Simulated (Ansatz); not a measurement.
## Abstraction of Cl: CBrCl3 + MgH → CBrCl2 + MgHCl

Species: CBrCl3 (bromotrichloromethane) `ClC(Cl)(Cl)Br`, singlet; MgH, doublet; CBrCl2 `Cl[C](Cl)Br`, doublet; MgHCl `[MgH][Cl]`, singlet. A radical takes Cl: the energy is the difference in strength between the C–Cl bond broken and the Mg–Cl bond made.

Shapes, held fixed at every level: PBE0-D4/def2-TZVP. Programs: Ansatz 0.2.0. The zero-point and thermal change to 298 K, harmonic and unscaled (PBE0-D4/def2-TZVP), is +1.5 kJ/mol.

```csv
level,kind,ΔH(298 K) (kJ/mol),less CCSD(T)/def2-TZVPP
HF/def2-SVP,Hartree–Fock,-246.2,-56.5
HF/def2-TZVPP,Hartree–Fock,-237.1,-47.4
BHLYP-D4/def2-TZVPP,global hybrid,-210.5,-20.8
B2PLYP/def2-TZVPP,double hybrid,-201.8,-12.1
CCSD(T)/def2-SVP,coupled cluster or CI,-195.0,-5.3
CCSD/def2-SVP,coupled cluster or CI,-202.7,-13.0
CCSD(T)/def2-TZVPP,coupled cluster or CI,-189.7,0.0
```

The highest level, CCSD(T)/def2-TZVPP, gives ΔH(298 K) = -189.7 kJ/mol; the levels span -246.2 to -189.7. The column of differences is taken from that level and isn't an error. No measured value is set beside it here. Open shells run unrestricted. Relativity is left out for Br. Outer-core shells of Br, Mg are correlated in most correlated rows, in sets that cover them unevenly. CCSD(T)/def2-TZVPP lies outside the range of all other levels here, so it shouldn't be taken on trust.

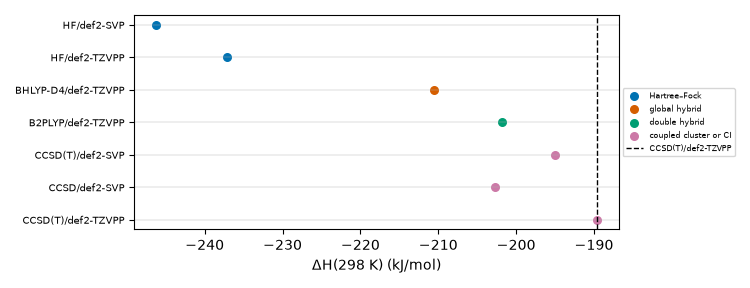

The values of the table, level by level.
